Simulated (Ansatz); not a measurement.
**N2H (dinitrogen monohydride): levels of theory compared**

Wanted: a comparison of 6 runs (U-revPBE/STO-3G, UB3LYP/STO-3G, UCAM-B3LYP/STO-3G, UMP2/STO-3G, UCCSDTQ/STO-3G, UCCSD/STO-3G) of N2H (dinitrogen monohydride). 

Program for the calculation: Ansatz 0.2.0.

34 further runs of the same task are left out: 34 set aside as unsound or not needed.

## 1. The system as given

N2H: 3 atoms, total charge 0, spin state doublet. As SMILES, `[N]=N`. The H3–N2 distance was set to 2.592 Å, away from the relaxed value. At this shape a bond of the SMILES string is far longer than usual.

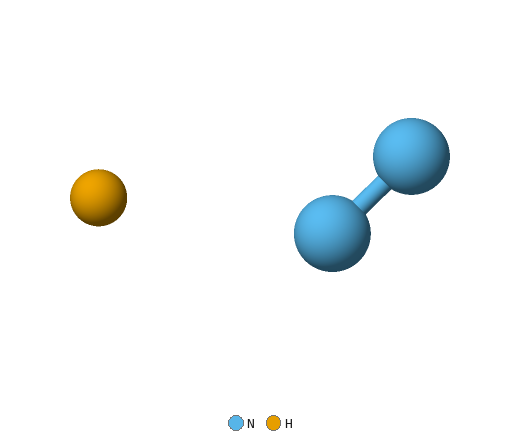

The structure, seen from a chosen angle (nitrogen blue, hydrogen amber).

## 2. The energy at U-revPBE/STO-3G (run 1)

Contents of molecule.yaml:

```yaml
crystal:
  periodic: [false, false, false]
  atoms:
    - {symbol: "N", position_ang: [1.058526, -2.157222, 0.354830]}
    - {symbol: N, position_ang: [0.100156, -1.702162, -0.123130]}
    - {symbol: H, position_ang: [-0.472040, 0.825820, -0.172480]}
basis:
  gaussian: {orbitals: STO-3G}
accuracy: high
hamiltonian: {xc: {name: revPBE}}
magnetization: {spin_polarized: true, initial_magnetization: 1}
```

On the command line:

```
$ ansatz run molecule.yaml --threads 1 --pin off --max-ram 2610MiB --events-out events.jsonl --progress --plain --runs-dir runs
```

Log:

```text
Warning: RAYON_NUM_THREADS=1 ignored (pool sized by the plan → 1); use --threads N
Functional definition: revPBE
  name "revPBE"
  parameter kappa = 1.245
  parameter beta = 0.06672455060314922
  exchange = pbe_x(kappa = kappa, mu = beta*pi^2/3)
  correlation = pbe_c(beta = beta)
167 factors; integrals over basis functions are off by at most 1.4e-8 eV
mean field evaluation 1: about -2953.0634 eV, gradient 4.3e0 eV
mean field evaluation 2: about -2953.2472 eV, gradient 9.4e-1 eV
mean field evaluation 4: about -2953.2527 eV, gradient 1.2e-1 eV
mean field evaluation 8: about -2953.1932 eV, gradient 1.1e-3 eV
mean field evaluation 16: about -2953.1932 eV, gradient 8.4e-8 eV
mean field -2953.19321120 eV, -108.5278487655 hartree, gradient 1.7e-8 eV, S^2 0.750046; 0 other end points of the search recorded, 0 dependent functions left out
reference -2953.19321306 eV, -108.5278488335 hartree; 8, 7 occupied and 3, 4 virtual orbitals, 167 factors
Total energy: -2953.19321306 eV, -108.5278488335 hartree
```

Run time: 0.7 s. Hardware: 1 thread of Arm Neoverse V1, shared host.

## 3. A single-point energy at UB3LYP/STO-3G (run 2)

Contents of in.yaml:

```yaml
crystal:
  periodic: [false, false, false]
  atoms:
    - {symbol: N, position_ang: [1.058526, -2.157222, 0.354830]}
    - {symbol: "N", position_ang: [0.100156, -1.702162, -0.123130]}
    - {symbol: H, position_ang: [-0.472040, 0.825820, -0.172480]}
basis:
  gaussian:
    orbitals: STO-3G
magnetization:
  spin_polarized: true
  initial_magnetization: 1
hamiltonian:
  xc: {name: B3LYP}
accuracy: high
```

On the command line:

```
$ ansatz run in.yaml --threads 1 --pin off --max-ram 2610MiB --events-out events.jsonl --progress --plain --runs-dir runs
```

Log:

```text
Warning: RAYON_NUM_THREADS=1 ignored (pool sized by the plan → 1); use --threads N
Functional definition: B3LYP
  name "B3LYP"
  parameter a0 = 0.2
  parameter ax = 0.72
  parameter ac = 0.81
  exchange = (1 - a0 - ax)*slater_x + ax*b88_x + a0*exact_x
  correlation = (1 - ac)*vwn_rpa_c + ac*lyp_c
167 factors; integrals over basis functions are off by at most 1.4e-8 eV
mean field evaluation 1: about -2952.9694 eV, gradient 3.6e0 eV
mean field evaluation 2: about -2953.1042 eV, gradient 6.1e-1 eV
mean field evaluation 4: about -2953.1069 eV, gradient 7.5e-2 eV
mean field evaluation 8: about -2953.0601 eV, gradient 1.9e-3 eV
mean field evaluation 16: about -2953.0601 eV, gradient 5.9e-7 eV
mean field -2953.06005318 eV, -108.5229552984 hartree, gradient 1.8e-8 eV, S^2 0.750064; 0 other end points of the search recorded, 0 dependent functions left out
reference -2953.06007488 eV, -108.5229560958 hartree; 8, 7 occupied and 3, 4 virtual orbitals, 167 factors
Total energy: -2953.06007488 eV, -108.5229560958 hartree
```

Wall time 0.84 s (1 thread of Arm Neoverse V1, shared host).

Runs 3 to 5 aren't shown in full; the table further down has their settings and results.

## 4. A single-point energy at UCCSD/STO-3G (run 6)

Contents of input.yaml:

```yaml
basis:
  gaussian:
    orbitals: STO-3G
crystal:
  periodic: [false, false, false]
  atoms:
    - {symbol: N, position_ang: [1.058526, -2.157222, 0.354830]}
    - {symbol: "N", position_ang: [0.100156, -1.702162, -0.123130]}
    - {symbol: H, position_ang: [-0.472040, 0.825820, -0.172480]}
magnetization:
  spin_polarized: true
  initial_magnetization: 1
correlation:
  method: ccsd
  frozen_orbitals: {H: 0, "N": 1}
accuracy: high
scf:
  omitted_lower_state_checks: [cluster_reference, increment]
```

On the command line:

```
$ ansatz run input.yaml --threads 1 --pin off --max-ram 2610MiB --events-out events.jsonl --progress --plain --runs-dir runs
```

Log (excerpt; [...] marks lines left out):

```text
Warning: RAYON_NUM_THREADS=1 ignored (pool sized by the plan → 1); use --threads N
Functional definition: HF
  name "HF"
[...]
167 factors; integrals over basis functions are off by at most 1.4e-8 eV
[...]
mean field -2937.95655384 eV, -107.9679119351 hartree, gradient 6.5e-8 eV, S^2 1.117041; 0 other end points of the search recorded, 0 dependent functions left out
2 core orbitals not correlated: weight in the atoms' cores, before any rotation towards them, 1.000 or more for the frozen orbitals, at most 0.000 for the correlated occupied ones
reference -2937.95655384 eV, -107.9679119351 hartree; 6, 5 occupied and 3, 4 virtual orbitals, 167 factors
second order -3.49823785 eV of doubles, -0.00000000 eV of singles
cycle   1  -3.57208914 eV  change   -7.4e-2 eV  update   1.1e-1
[...]
cycle  27  -4.59210548 eV  change   -1.2e-9 eV  update  1.9e-10
Total energy: -2942.54865932 eV, -108.1366686988 hartree
Checks for a lower state left out: cluster_reference, increment
```

Run time: 0.2 s. Hardware: 1 thread of Arm Neoverse V1, shared host.

## 5. Overview of the runs

```
run              level  frozen core orbitals  energy (Eh)   ⟨S²⟩  wall time
  1    U-revPBE/STO-3G                     –  -108.527849  0.750      0.7 s
  2      UB3LYP/STO-3G                     –  -108.522956  0.750     0.84 s
  3  UCAM-B3LYP/STO-3G                     –  -108.464714  0.750     0.92 s
  4        UMP2/STO-3G                     2  -108.096470  1.117     0.06 s
  5     UCCSDTQ/STO-3G                     2  -108.140714  1.117       34 s
  6       UCCSD/STO-3G                     2  -108.136669  1.117      0.2 s
```

## 6. Summary of results

| quantity | value |
| --- | --- |
| run 6: total energy | -108.13667 Eh |
| run 6: correlation energy (2 core orbitals frozen) | -168.8 mEh |
| run 6: ⟨S²⟩ of the reference determinant | 1.117 |
| run 6: T1 diagnostic | 0.076 |

**Reading.** Totals of different functionals can't be ranked against each other. In runs 1, 2, 3, 4, 5, 6 the basis is minimal, so the values are rough. Spin contamination of the reference: run 4 ⟨S²⟩ = 1.12, run 5 ⟨S²⟩ = 1.12, run 6 ⟨S²⟩ = 1.12. All runs together took 37 s, the longest 34 s.
